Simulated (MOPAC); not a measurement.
**CH₅FSSn: frequency calculation (part 2 of 2)**

CH₅FSSn, SMILES [CH3][SnH]([F])[SH]; PM6-D3H4, closed shell, dispersion D3H4 (MOPAC 23.2.5). The geometry was optimised with PM6-D3H4.

Geometry of the input (Å):
```
C  -0.0931  0.6414  -1.2492
Sn 0.4416  -0.7554  0.2638
F  1.9306  0.1294  1.2473
S  -1.2691  -0.8048  1.9864
H  -1.1388  0.9646  -1.0978
H  0.5743  1.5197  -1.1613
H  0.0206  0.1808  -2.2431
H  0.9648  -2.2889  -0.1743
H  -0.6935  0.0679  2.8527
```

Log, continued:
```
           1    0.7615    0.4027   -0.0046   -0.0139   -0.0026   -0.3616   -0.0233   -0.0649
           2    0.0010   -0.0244   -0.0164   -0.3564    0.0171    0.0420   -0.2236   -0.1752
           3   -0.0055   -0.0063   -0.0015    0.0174    0.3527    0.0220    0.1801   -0.2247
           4   -0.2420   -0.2091   -0.0056    0.0054   -0.0070   -0.0230   -0.0016   -0.0025
           5    0.1541   -0.2687   -0.0795    0.0863   -0.0032    0.0013    0.0021    0.0021
           6    0.0066   -0.0145   -0.0132   -0.0062   -0.0782    0.0004   -0.0021    0.0031
           7   -0.1058    0.1767    0.0173    0.0132    0.0017    0.0005    0.0014    0.0012
           8   -0.4264    0.7650    0.0299   -0.0109    0.0003    0.0007   -0.0013   -0.0009
           9   -0.0178    0.0219    0.0058    0.0040    0.0112    0.0008    0.0016   -0.0019
          10    0.0015    0.0011   -0.0476    0.0017   -0.0059   -0.0003   -0.0008    0.0011
          11    0.0010   -0.0164    0.1775   -0.0149    0.0017   -0.0000   -0.0004   -0.0010
          12    0.0282    0.0160   -0.1014    0.0059    0.0009    0.0008    0.0005   -0.0008
          13    0.1655    0.0870   -0.0340   -0.3785   -0.6074    0.5034    0.2403    0.0082
          14    0.0061   -0.0038    0.0156    0.1592    0.0153   -0.1994    0.2038    0.5991
          15   -0.0072   -0.0035   -0.0046   -0.0266   -0.1677    0.0944    0.2194    0.3148
          16    0.1884    0.0960    0.0492    0.7117   -0.0132    0.5393   -0.1543   -0.0494
          17    0.0037   -0.0057    0.0146    0.1694   -0.0034    0.1788   -0.0702   -0.0151
          18   -0.0051   -0.0031   -0.0031   -0.0101   -0.1369   -0.0725   -0.4514    0.5896
          19    0.1902    0.0973   -0.0190   -0.3468    0.6380    0.4541    0.0091    0.2910
          20    0.0044   -0.0050    0.0147    0.1652   -0.0303   -0.1366    0.6270    0.0097
          21   -0.0048   -0.0034   -0.0034    0.0070   -0.1806   -0.1068   -0.3793   -0.1460
          22   -0.0851   -0.1658   -0.0439   -0.0423    0.0897   -0.0004    0.0011   -0.0061
          23    0.1525   -0.2212    0.1303   -0.0856   -0.0155   -0.0059   -0.0035   -0.0018
          24   -0.1174    0.0200   -0.1080    0.0258    0.0625   -0.0046    0.0022   -0.0031
          25   -0.0102   -0.0082    0.3177   -0.0215    0.0038    0.0010   -0.0003   -0.0038
          26    0.0036    0.0073   -0.3868    0.0172   -0.0012    0.0003   -0.0006    0.0001
          27   -0.0000   -0.0163    0.8137   -0.0394    0.0006    0.0008    0.0002   -0.0007

   Root No.      17        18        19        20        21

                17 A      18 A      19 A      20 A      21 A

                2517.4    2664.1    2680.5    2690.3    2866.7

           1   -0.0065   -0.0002   -0.0032   -0.0023    0.1195
           2   -0.0000    0.0120   -0.2561   -0.1227    0.0007
           3   -0.0010   -0.0050    0.1216   -0.2586    0.0005
           4    0.0454   -0.0010    0.0002    0.0005    0.0079
           5   -0.0398    0.0012   -0.0014   -0.0008    0.0001
           6   -0.0677   -0.0012    0.0006   -0.0016    0.0000
           7    0.0006   -0.0003    0.0005    0.0002   -0.0005
           8   -0.0003   -0.0007   -0.0005   -0.0002   -0.0011
           9   -0.0010   -0.0007    0.0001   -0.0002   -0.0000
          10    0.0002   -0.0234   -0.0014    0.0001   -0.0005
          11   -0.0020   -0.1582   -0.0078   -0.0006   -0.0004
          12   -0.0013   -0.0659   -0.0031   -0.0004   -0.0009
          13    0.0051   -0.0103    0.2165   -0.1617   -0.1633
          14    0.0014   -0.0093    0.2434   -0.2495   -0.2570
          15   -0.0037    0.0230   -0.5365    0.3618    0.4841
          16    0.0044    0.0126   -0.2356   -0.1071   -0.1506
          17   -0.0040   -0.0360    0.6767    0.3060    0.5426
          18   -0.0003   -0.0003    0.0141   -0.0619   -0.0089
          19    0.0030   -0.0019    0.0264    0.2706   -0.1723
          20    0.0012    0.0012   -0.0164    0.3766   -0.2882
          21    0.0021   -0.0048    0.0937    0.6122   -0.4782
          22   -0.4885    0.0044    0.0002   -0.0014   -0.0072
          23    0.4371   -0.0052   -0.0011    0.0004    0.0027
          24    0.7496   -0.0068    0.0003    0.0004    0.0046
          25    0.0015    0.1399    0.0067    0.0002    0.0003
          26    0.0089    0.8905    0.0432    0.0030    0.0036
          27    0.0024    0.3938    0.0190    0.0011    0.0015

          DESCRIPTION OF VIBRATIONS

 VIBRATION          1    1A          ATOM PAIR     ENERGY CONTRIBUTION    RADIAL
 FREQUENCY            44.09         C 1 -- H 6         +33.8% (999.0%)      0.0%
 TRANSITION DIPOLE   0.0276         C 1 -- H 5         +33.0% (999.0%)      0.2%
 TRAVEL (Ang.)       0.0000         C 1 -- H 7         +32.9% (999.0%)      0.2%
 REDUCED MASS        0.3256         C 1 -- Sn2          +0.2% ( 97.0%)      0.5%
 EFFECTIVE MASS     26.4293
 FORCE CONSTANT      0.0004

 VIBRATION          2    2A          ATOM PAIR     ENERGY CONTRIBUTION    RADIAL
 FREQUENCY           101.48         C 1 -- Sn2         +23.5% (212.5%)     42.0%
 TRANSITION DIPOLE   0.3626         C 1 -- H 6         +21.0% (200.8%)      1.1%
 TRAVEL (Ang.)       0.4681         C 1 -- H 5         +19.3% (192.5%)     58.1%
 REDUCED MASS        3.0328         C 1 -- H 7         +15.0% (170.0%)     98.7%
 EFFECTIVE MASS    108.9487         Sn2 -- S 4         +13.1% (158.7%)      0.8%
 FORCE CONSTANT      0.0184

 VIBRATION          3    3A          ATOM PAIR     ENERGY CONTRIBUTION    RADIAL
 FREQUENCY           118.33         C 1 -- Sn2         +27.9% (291.7%)      0.9%
 TRANSITION DIPOLE   0.4268         C 1 -- H 7         +24.0% (270.2%)      0.3%
 TRAVEL (Ang.)       0.4775         C 1 -- H 5         +20.1% (247.7%)     75.4%
 REDUCED MASS        2.4994         C 1 -- H 6         +19.5% (243.9%)     76.4%
 EFFECTIVE MASS    109.7420
 FORCE CONSTANT      0.0206

 VIBRATION          4    4A          ATOM PAIR     ENERGY CONTRIBUTION    RADIAL
 FREQUENCY           133.54         C 1 -- Sn2         +29.2% (392.3%)      0.7%
 TRANSITION DIPOLE   0.5521         C 1 -- H 6         +23.9% (355.0%)     10.5%
 TRAVEL (Ang.)       0.3070         C 1 -- H 7         +22.6% (345.2%)     53.7%
 REDUCED MASS        5.3577         C 1 -- H 5         +19.9% (323.9%)     98.5%
 EFFECTIVE MASS    176.2851
 FORCE CONSTANT      0.0563

 VIBRATION          5    5A          ATOM PAIR     ENERGY CONTRIBUTION    RADIAL
 FREQUENCY           159.84         C 1 -- Sn2         +28.7% (279.2%)      5.2%
 TRANSITION DIPOLE   0.8370         C 1 -- H 5         +24.2% (256.5%)      5.1%
 TRAVEL (Ang.)       0.2714         C 1 -- H 6         +21.2% (239.9%)     87.7%
 REDUCED MASS        5.7286         C 1 -- H 7         +20.7% (237.5%)     64.6%
 EFFECTIVE MASS    102.6707
 FORCE CONSTANT      0.0862

 VIBRATION          6    6A          ATOM PAIR     ENERGY CONTRIBUTION    RADIAL
 FREQUENCY           407.07         Sn2 -- S 4         +53.9% (102.3%)     99.9%
 TRANSITION DIPOLE   2.5356         S 4 -- H 9         +31.9% ( 78.7%)      2.9%
 TRAVEL (Ang.)       0.0838         C 1 -- Sn2          +4.1% ( 28.2%)      4.5%
 REDUCED MASS       23.5820         Sn2 -- H 8          +4.0% ( 27.8%)     12.3%
 EFFECTIVE MASS     48.0714
 FORCE CONSTANT      2.3023

 VIBRATION          7    7A          ATOM PAIR     ENERGY CONTRIBUTION    RADIAL
 FREQUENCY           525.96         Sn2 -- H 8         +78.0% ( 95.1%)      0.0%
 TRANSITION DIPOLE   0.8565         Sn2 -- F 3          +7.0% ( 28.4%)     84.6%
 TRAVEL (Ang.)       0.3813         S 4 -- H 9          +5.3% ( 24.9%)      0.5%
 REDUCED MASS        0.8820         C 1 -- H 5          +2.9% ( 18.3%)     58.2%
 EFFECTIVE MASS      4.0650
 FORCE CONSTANT      0.1438

 VIBRATION          8    8A          ATOM PAIR     ENERGY CONTRIBUTION    RADIAL
 FREQUENCY           551.05         Sn2 -- H 8         +80.6% ( 96.7%)      0.1%
 TRANSITION DIPOLE   0.8994         C 1 -- H 7          +5.1% ( 24.3%)      8.6%
 TRAVEL (Ang.)       0.3556         C 1 -- Sn2          +3.9% ( 21.2%)     86.7%
 REDUCED MASS        0.9678         C 1 -- H 6          +3.4% ( 19.9%)     40.6%
 EFFECTIVE MASS      3.5282
 FORCE CONSTANT      0.1732

 VIBRATION          9    9A          ATOM PAIR     ENERGY CONTRIBUTION    RADIAL
 FREQUENCY           586.46         C 1 -- Sn2         +28.5% (106.7%)     97.7%
 TRANSITION DIPOLE   0.7395         C 1 -- H 6         +21.6% ( 92.9%)     10.1%
 TRAVEL (Ang.)       0.1438         C 1 -- H 5         +21.5% ( 92.7%)     10.6%
 REDUCED MASS        5.5597         C 1 -- H 7         +21.5% ( 92.6%)     11.4%
 EFFECTIVE MASS     19.6555
 FORCE CONSTANT      1.1266

 VIBRATION         10   10A          ATOM PAIR     ENERGY CONTRIBUTION    RADIAL
 FREQUENCY           595.02         Sn2 -- F 3         +38.4% ( 83.9%)     98.7%
 TRANSITION DIPOLE   1.1355         C 1 -- Sn2         +18.4% ( 58.1%)     86.2%
 TRAVEL (Ang.)       0.1112         C 1 -- H 7         +13.0% ( 48.7%)      9.1%
 REDUCED MASS        9.1584         C 1 -- H 5         +12.9% ( 48.6%)      9.6%
 EFFECTIVE MASS     23.8762         C 1 -- H 6         +12.5% ( 47.8%)     13.7%
 FORCE CONSTANT      1.9104

 VIBRATION         11   11A          ATOM PAIR     ENERGY CONTRIBUTION    RADIAL
 FREQUENCY           686.13         S 4 -- H 9         +94.7% ( 96.9%)      0.9%
 TRANSITION DIPOLE   0.2599         Sn2 -- H 8          +2.0% ( 14.2%)      2.8%
 TRAVEL (Ang.)       0.3290         Sn2 -- S 4          +1.7% ( 12.9%)     36.0%
 REDUCED MASS        0.9078         C 1 -- H 6          +0.6% (  8.0%)      4.1%
 EFFECTIVE MASS      2.0573
 FORCE CONSTANT      0.2518

 VIBRATION         12   12A          ATOM PAIR     ENERGY CONTRIBUTION    RADIAL
 FREQUENCY           836.11         C 1 -- H 6         +48.2% ( 94.2%)      9.2%
 TRANSITION DIPOLE   0.7010         C 1 -- H 5         +22.3% ( 64.1%)      5.1%
 TRAVEL (Ang.)       0.3858         C 1 -- H 7         +20.8% ( 61.9%)      4.5%
 REDUCED MASS        0.5418         C 1 -- Sn2          +8.3% ( 39.1%)      0.2%
 EFFECTIVE MASS      2.8284
 FORCE CONSTANT      0.2232

 VIBRATION         13   13A          ATOM PAIR     ENERGY CONTRIBUTION    RADIAL
 FREQUENCY           840.39         C 1 -- H 7         +41.1% ( 86.6%)      7.8%
 TRANSITION DIPOLE   0.8046         C 1 -- H 5         +38.4% ( 83.7%)      8.4%
 TRAVEL (Ang.)       0.3832         C 1 -- H 6         +11.8% ( 46.4%)      0.0%
 REDUCED MASS        0.5465         C 1 -- Sn2          +8.2% ( 38.7%)      0.0%
 EFFECTIVE MASS      2.7389
 FORCE CONSTANT      0.2274

 VIBRATION         14   14A          ATOM PAIR     ENERGY CONTRIBUTION    RADIAL
 FREQUENCY          1319.52         C 1 -- H 6         +34.7% ( 54.7%)      2.7%
 TRANSITION DIPOLE   1.1362         C 1 -- H 5         +32.7% ( 53.2%)      1.8%
 TRAVEL (Ang.)       0.3300         C 1 -- H 7         +27.2% ( 48.5%)      1.1%
 REDUCED MASS        0.4692         C 1 -- Sn2          +5.4% ( 21.5%)     98.2%
 EFFECTIVE MASS      1.9458
 FORCE CONSTANT      0.4813

 VIBRATION         15   15A          ATOM PAIR     ENERGY CONTRIBUTION    RADIAL
 FREQUENCY          1338.49         C 1 -- H 7         +53.5% ( 64.3%)      0.1%
 TRANSITION DIPOLE   0.7155         C 1 -- H 6         +25.0% ( 44.0%)      8.8%
 TRAVEL (Ang.)       0.3347         C 1 -- H 5         +16.6% ( 35.8%)     23.4%
 REDUCED MASS        0.4498         C 1 -- Sn2          +4.9% ( 19.5%)      0.6%
 EFFECTIVE MASS      1.6500
 FORCE CONSTANT      0.4748

 VIBRATION         16   16A          ATOM PAIR     ENERGY CONTRIBUTION    RADIAL
 FREQUENCY          1342.30         C 1 -- H 5         +46.4% ( 60.1%)      0.8%
 TRANSITION DIPOLE   0.7653         C 1 -- H 6         +36.3% ( 53.1%)      2.6%
 TRAVEL (Ang.)       0.3402         C 1 -- H 7         +12.2% ( 30.8%)     45.1%
 REDUCED MASS        0.4342         C 1 -- Sn2          +5.1% ( 19.9%)      4.5%
 EFFECTIVE MASS      1.6699
 FORCE CONSTANT      0.4609

 VIBRATION         17   17A          ATOM PAIR     ENERGY CONTRIBUTION    RADIAL
 FREQUENCY          2517.37         Sn2 -- H 8         +99.9% (100.0%)    100.0%
 TRANSITION DIPOLE   0.1779
 TRAVEL (Ang.)       0.1638
 REDUCED MASS        0.9990
 EFFECTIVE MASS      1.1822
 FORCE CONSTANT      3.7298

 VIBRATION         18   18A          ATOM PAIR     ENERGY CONTRIBUTION    RADIAL
 FREQUENCY          2664.06         S 4 -- H 9         +99.6% ( 99.9%)    100.0%
 TRANSITION DIPOLE   1.0330         C 1 -- H 6          +0.2% (  4.1%)     99.1%
 TRAVEL (Ang.)       0.1613
 REDUCED MASS        0.9724
 EFFECTIVE MASS      1.3092
 FORCE CONSTANT      4.0660

 VIBRATION         19   19A          ATOM PAIR     ENERGY CONTRIBUTION    RADIAL
 FREQUENCY          2680.50         C 1 -- H 6         +55.1% ( 77.1%)     98.5%
 TRANSITION DIPOLE   0.8457         C 1 -- H 5         +42.5% ( 67.7%)     97.0%
 TRAVEL (Ang.)       0.2243         C 1 -- H 7          +1.4% ( 12.3%)     18.2%
 REDUCED MASS        0.5000         C 1 -- Sn2          +0.9% (  9.6%)      0.0%
 EFFECTIVE MASS      1.4618
 FORCE CONSTANT      2.1166

 VIBRATION         20   20A          ATOM PAIR     ENERGY CONTRIBUTION    RADIAL
 FREQUENCY          2690.28         C 1 -- H 7         +63.5% ( 82.7%)     99.3%
 TRANSITION DIPOLE   0.7726         C 1 -- H 5         +23.7% ( 50.6%)     91.9%
 TRAVEL (Ang.)       0.2258         C 1 -- H 6         +11.9% ( 35.9%)     81.8%
 REDUCED MASS        0.4917         C 1 -- Sn2          +0.9% (  9.7%)      0.0%
 EFFECTIVE MASS      1.4704
 FORCE CONSTANT      2.0968

 VIBRATION         21   21A          ATOM PAIR     ENERGY CONTRIBUTION    RADIAL
 FREQUENCY          2866.69         C 1 -- H 7         +34.8% ( 55.3%)     98.3%
 TRANSITION DIPOLE   0.7737         C 1 -- H 5         +33.1% ( 54.0%)     98.1%
 TRAVEL (Ang.)       0.2674         C 1 -- H 6         +32.0% ( 53.0%)     97.9%
 REDUCED MASS        0.3291         C 1 -- Sn2          +0.1% (  3.3%)    100.0%
 EFFECTIVE MASS      1.0859
 FORCE CONSTANT      1.5934

      SYMMETRY NUMBER FOR POINT-GROUP C1  =  1

          SYSTEM IS A GROUND STATE

 PM6-D3H4 frequencies

          MOLECULE IS NOT LINEAR

          THERE ARE 21 GENUINE VIBRATIONS IN THIS SYSTEM
          THIS THERMODYNAMICS CALCULATION IS LIMITED TO
          MOLECULES WHICH HAVE NO INTERNAL ROTATIONS

                    CALCULATED THERMODYNAMIC PROPERTIES
                                          *
   TEMP. (K)   PARTITION FUNCTION   H.O.F.    ENTHALPY  HEAT CAPACITY ENTROPY
                                   KCAL/MOL   CAL/MOLE    CAL/K/MOL  CAL/K/MOL

 298.00  VIB.     0.1999D+03                  3065.4505    17.9924    20.8148
         ROT.     0.2233D+06                   888.2803     2.9808    27.4561
         INT.     0.4465D+08                  3953.7308    20.9733    48.2710
         TRA.     0.2468D+28                  1480.4672     4.9680    41.5784
         TOT.                      -64.286    5434.1979    25.9413    89.8494

 298.00  VIB.     0.1999D+03                  3065.4505    17.9924    20.8148
         ROT.     0.2233D+06                   888.2803     2.9808    27.4561
         INT.     0.4465D+08                  3953.7308    20.9733    48.2710
         TRA.     0.2468D+28                  1480.4672     4.9680    41.5784
         TOT.                      -64.286    5434.1979    25.9413    89.8494

 398.00  VIB.     0.1060D+04                  5048.0867    21.4923    26.5274
         ROT.     0.3447D+06                  1186.3609     2.9808    28.3187
         INT.     0.3656D+09                  6234.4476    24.4731    54.8460
         TRA.     0.3810D+28                  1977.2682     4.9680    43.0159
         TOT.                      -61.508    8211.7159    29.4411    97.8619

   *: NOTE: HEATS OF FORMATION ARE RELATIVE TO THE
            ELEMENTS IN THEIR STANDARD STATE AT 298K
              (=  Standard Enthalpy of Formation).

            Hvib:  Zero-point energy is not included.
                   frequencies of less than zero cm-1 are not included.
            Hrot = (3/2)RT
            Htra = (3/2)RT + pV = (5/2)RT

            Heat capacity is Cp, not Cv

           FORCE CONSTANT IN CARTESIAN COORDINATES (Millidynes/A)

    ATOM   CHEMICAL       X               Y               Z
   NUMBER   SYMBOL  FORCE CONSTANT  FORCE CONSTANT  FORCE CONSTANT

      1       C        4.369091        5.841096        5.913175
      2      Sn        4.504169        4.551308        4.693073
      3       F        0.348366        3.177170        0.120115
      4       S        0.477079        3.858593        2.692779
      5       H        0.990631        1.323956        3.116131
      6       H        0.948169        3.849588        0.621014
      7       H        0.997743        1.466803        2.966438
      8       H        1.033989        0.855363        2.189262
      9       H        0.119376        3.393846        0.847031

 *                    *
 * JOB ENDED NORMALLY *
 *                    *

 TOTAL JOB TIME:             0.16 SECONDS

 == MOPAC DONE ==
```

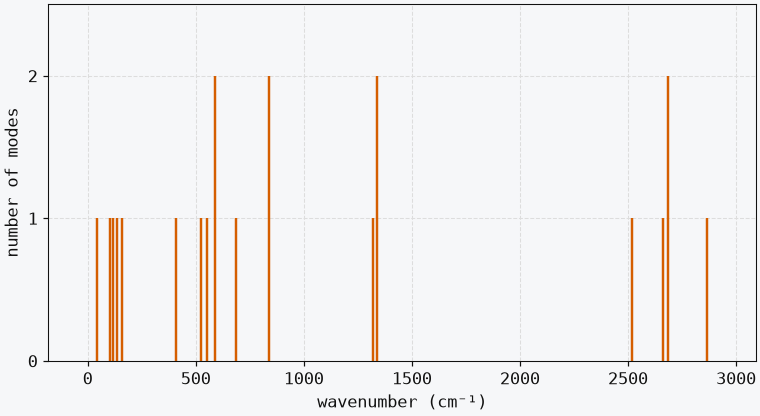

Fig. 1: Harmonic vibrational wavenumbers from the force constants; neighbouring modes closer than 13 cm⁻¹ are counted in one stick. 21 modes from 44 to 2867 cm⁻¹, none imaginary.

Key numbers:

```tsv
quantity	value
outcome	converged
heat of formation	−64.29 kcal/mol
basis functions	26
zero-point energy	0.052409 hartree
wavenumbers, lowest and highest	44 and 2867 cm⁻¹
peak memory	0.094 GiB
```

Remarks:

MOPAC's energies along a path are heats of formation.
